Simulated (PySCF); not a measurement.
**CH₆N₂Si₂ (SMILES N#C[SiH2]N[SiH3]): density, localisation and related maps**

```xyz
11

N     3.6079   -0.4697   -0.5523
C     2.6065   -0.2530   -0.0407
Si    0.9733    0.1159    0.7898
N    -0.1911   -0.1329   -0.4595
Si   -1.9177    0.0528   -0.3947
H     1.0332    1.5014    1.2659
H     0.7790   -0.8469    1.8737
H     0.1843   -0.2430   -1.3885
H    -2.4612   -0.8413   -1.4154
H    -2.2998    1.4428   -0.6650
H    -2.3090   -0.3235    0.9607
```

Geometry: GFN2-xTB.

These are results of PySCF, PBE0/pcSseg-1, SCF density, gas phase, non-relativistic, not measurements.

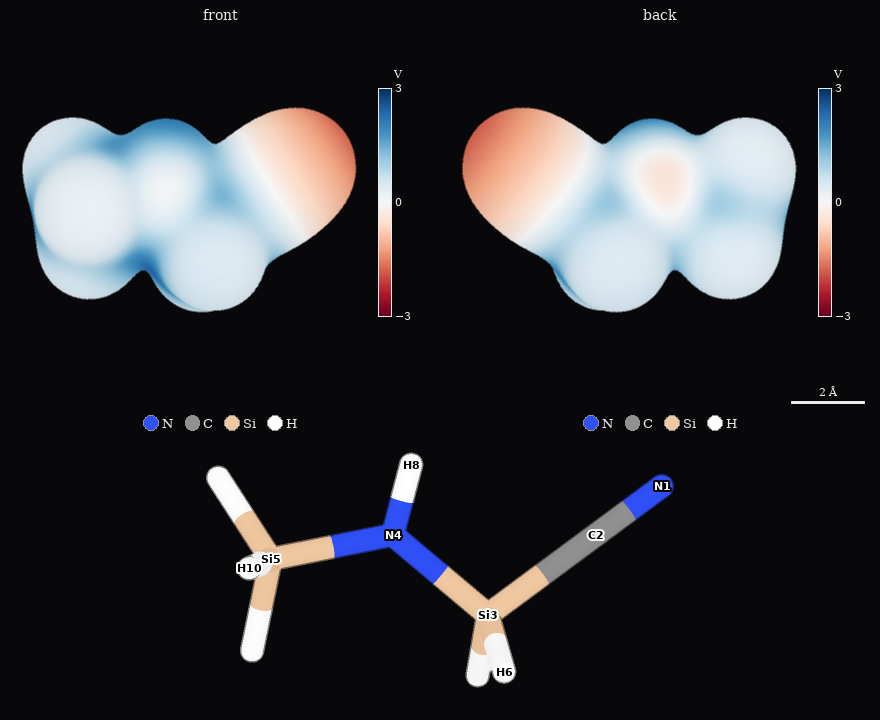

Figure 1. The electrostatic potential painted on the density surface at 0.002 e/bohr³, seen from the front and from behind; the colour scale runs from red (negative) to blue (positive). The bare structure is drawn below in the same view.

**Where is the surface potential most negative and most positive?**

The most negative region (about −1.7 V, or −39 kcal/mol for a unit charge) lies over N1, the most positive (about +2.1 V, or +48 kcal/mol for a unit charge) over Si3 and Si5. N1 is the likeliest acceptor of a hydrogen bond.

**How polar is the molecule by this calculation?**

Its dipole moment is 3.47 D.

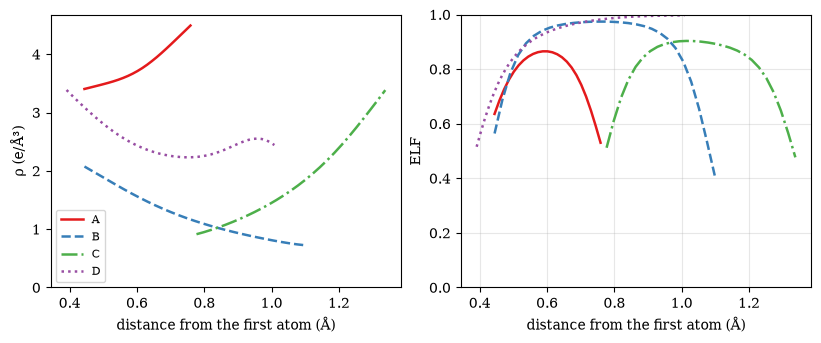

Figure 2. Electron density and electron localisation function along straight lines between neighbouring atoms. The curves leave out the atomic cores.

**Which curve belongs to which contact (C–N, C–Si, N–H and Si–N)? The first atom named is at distance zero.**

Curve A: C–N (1.15 Å): ρ at the midpoint is about 3.6 e/Å³; the ELF peaks at about 0.85 between the atoms (a multiple bond). Curve B: C–Si (1.87 Å): ρ is about 0.89 e/Å³ halfway; the ELF peaks at about 1 between the atoms: a covalent bond. Curve C: Si–N (1.73 Å): ρ is about 1.1 e/Å³ halfway; the ELF peaks at about 0.90 between the atoms: a shared but strongly polarised pair. Curve D: N–H (1.01 Å): ρ is about 2.8 e/Å³ halfway; the ELF climbs to about 1 towards the hydrogen, as it does in any bond to H: a covalent bond by its length.
